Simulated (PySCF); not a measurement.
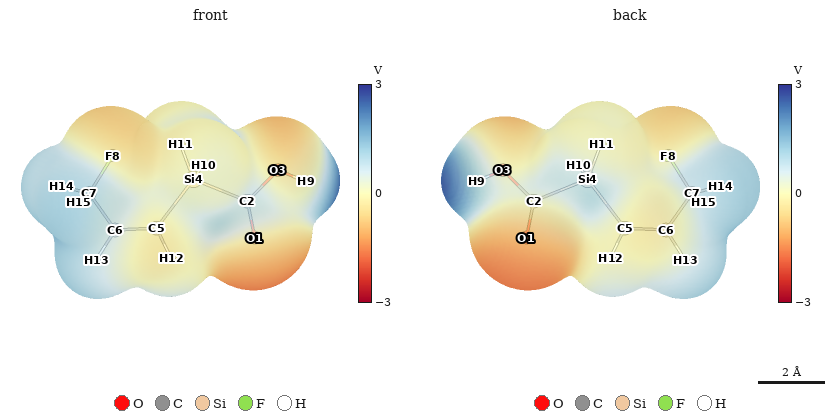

Figure. C$_{4}$H$_{7}$FO$_{2}$Si (SMILES O=C(O)[SiH2]/C=C\CF). The molecular electrostatic potential painted on the density surface at 0.002 e/bohr³, seen from the front and from behind; the colour scale runs from red (negative) to blue (positive).

Geometry: GFN2-xTB.

Level of theory: CAM-B3LYP/def2-SVPD, SCF density, gas phase in PySCF 2.14.0.

```json
{"atom": "O", "x (Å)": "-2.8208", "y (Å)": "0.4082", "z (Å)": "-1.2010"}
{"atom": "C", "x (Å)": "-2.4786", "y (Å)": "0.4277", "z (Å)": "-0.0437"}
{"atom": "O", "x (Å)": "-3.3593", "y (Å)": "0.6485", "z (Å)": "0.9422"}
{"atom": "Si", "x (Å)": "-0.7032", "y (Å)": "0.1657", "z (Å)": "0.6464"}
{"atom": "C", "x (Å)": "0.3242", "y (Å)": "-0.1207", "z (Å)": "-0.9064"}
{"atom": "C", "x (Å)": "1.6280", "y (Å)": "-0.3505", "z (Å)": "-0.9683"}
{"atom": "C", "x (Å)": "2.5617", "y (Å)": "-0.4305", "z (Å)": "0.1939"}
{"atom": "F", "x (Å)": "1.9307", "y (Å)": "-0.2387", "z (Å)": "1.3982"}
{"atom": "H", "x (Å)": "-4.2554", "y (Å)": "0.7802", "z (Å)": "0.5840"}
{"atom": "H", "x (Å)": "-0.3558", "y (Å)": "1.3905", "z (Å)": "1.3667"}
{"atom": "H", "x (Å)": "-0.7716", "y (Å)": "-0.9969", "z (Å)": "1.5315"}
{"atom": "H", "x (Å)": "-0.2219", "y (Å)": "-0.0920", "z (Å)": "-1.8415"}
{"atom": "H", "x (Å)": "2.1380", "y (Å)": "-0.5048", "z (Å)": "-1.9123"}
{"atom": "H", "x (Å)": "3.0389", "y (Å)": "-1.4176", "z (Å)": "0.2413"}
{"atom": "H", "x (Å)": "3.3408", "y (Å)": "0.3389", "z (Å)": "0.1196"}
```

Question: Describe the electrostatic potential map.

Answer: The most negative region (about −1.6 V, or −37 kcal/mol for a unit charge) lies over O1, the most positive (about +2.5 V, or +58 kcal/mol for a unit charge) over H9. O1 is the likeliest acceptor of a hydrogen bond.
